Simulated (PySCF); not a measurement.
C₄H₄NOSi (SMILES N#C[Si]1C=COC1) (doublet)

```yaml
atoms:
  - { symbol: N, position_ang: [3.1062, 1.7715, 0.9190] }
  - { symbol: C, position_ang: [2.1531, 1.2919, 0.4845] }
  - { symbol: Si, position_ang: [0.7330, 0.6648, -0.5064] }
  - { symbol: C, position_ang: [-1.0270, 0.9883, -0.0239] }
  - { symbol: C, position_ang: [-1.6487, -0.1975, 0.0536] }
  - { symbol: O, position_ang: [-1.0068, -1.3601, -0.1376] }
  - { symbol: C, position_ang: [0.3941, -1.2268, -0.3796] }
  - { symbol: H, position_ang: [-1.5525, 1.9147, 0.0999] }
  - { symbol: H, position_ang: [-2.6950, -0.3492, 0.2765] }
  - { symbol: H, position_ang: [0.6235, -1.8109, -1.2725] }
  - { symbol: H, position_ang: [0.9255, -1.6841, 0.4606] }
```

Geometry: GFN2-xTB.

Theory: UKS B3LYP, pcH-1 on C H N O Si, non-relativistic, mean-field spin-orbit, GIAO in PySCF 2.14.0, density-fitted response routines.

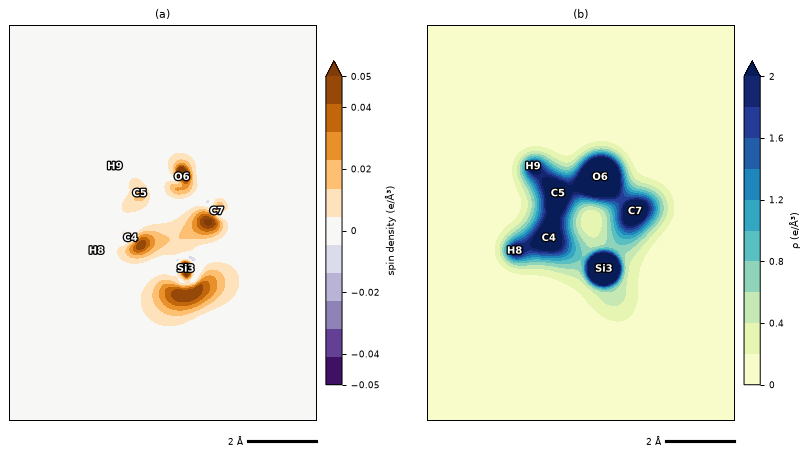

Figure 1. (a) spin density (α minus β); (b) total electron density on the plane of atoms C5, C4 and H8.

### Describe what can be read from this map.

Atoms in the plane: Si, C, O and H. C–C (1.34 Å): the density is about 2.3 e/Å³ at the midpoint. C–O (1.34 Å): ρ at the midpoint is about 2.4 e/Å³. C–Si (1.85 Å): the density is about 0.94 e/Å³ at the midpoint. C–H (1.07 Å): ρ is about 2 e/Å³ halfway. C–O (1.43 Å): the density is about 1.9 e/Å³ at the midpoint, with its minimum of 1.7 e/Å³ about 0.5 Å from C. The unpaired spin (1 electron) lies mostly on Si3 (about 0.6) and N1 (about 0.1), in electrons by Hirshfeld's partition.

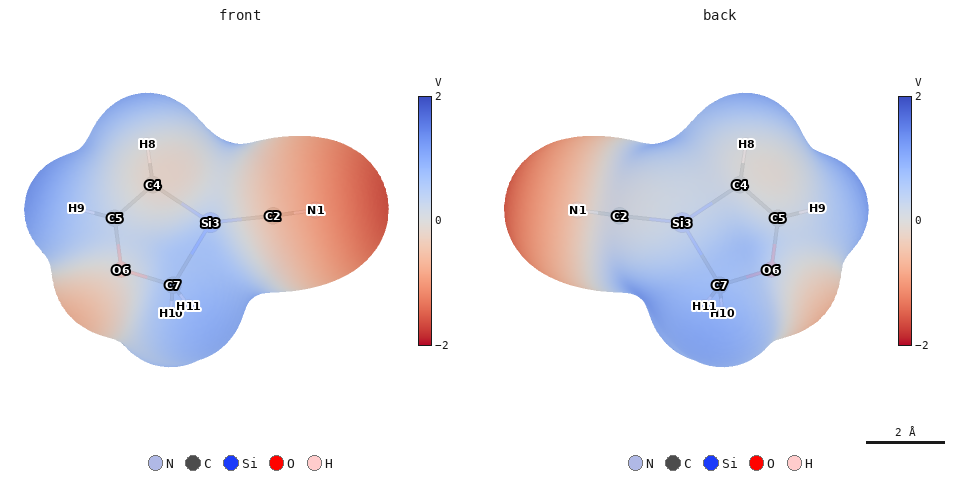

Figure 2. The molecular electrostatic potential painted on the density surface at 0.001 e/bohr³, seen from the front and from behind; the colour scale runs from red (negative) to blue (positive).

### Which sites attract a positive test charge, and which a negative one?

A positive charge is drawn to the negative regions and a negative charge to the positive ones. The most negative region (about −1.6 V, or −37 kcal/mol for a unit charge) lies over N1, the most positive (about +1.2 V, or +28 kcal/mol for a unit charge) over Si3 and H9. N1 is the likeliest acceptor of a hydrogen bond.
